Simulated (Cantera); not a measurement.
Input: 1 mol SiH2Cl2, 72 mol H2, at 11000 Pa.

Cantera equilibrium calculation (NASA polynomials, part measured and part estimated; ideal gas, pure solids and liquids). Candidate condensed phases: Si; 19 gas species. The tables' values for SiCl, SiCl3 are old estimates; treat these amounts as uncertain. Gases not in the tables: Si2H6 and higher silanes. Rates play no part.

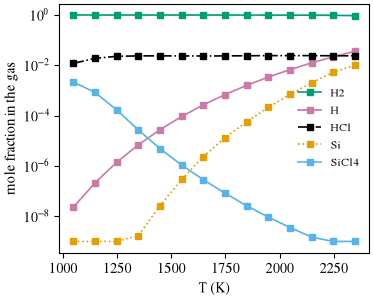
Fig. 1. Equilibrium gas composition (values under 1e-9 drawn at 1e-9)

Q: Read off the mole fractions at 1048 K.

A: H2 about 0.98, HCl about 0.012, SiCl4 about 0.0021, H about 2.3e-8.
